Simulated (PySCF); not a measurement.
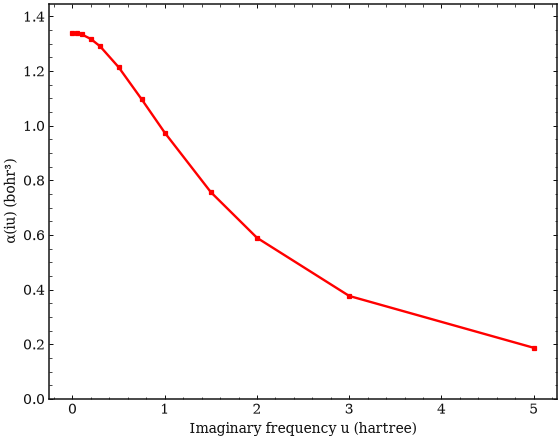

Dipole polarisability at imaginary frequency of an atom or ion with 9 electrons in the configuration [He] 2s² 2p⁵. Coupled response at the B97-3 level; PySCF, aug-cc-pVTZ, non-relativistic, unrestricted single determinants, no spin-orbit coupling.

Which species is it, and what does the curve give?

Answer. Ne II (Ne⁺). The static dipole polarisability is 1.34 bohr³; α(iu) falls to half of it near u = 1.7 hartree. The Casimir–Polder integral gives C₆ = 2.38 hartree bohr⁶ for two such species.
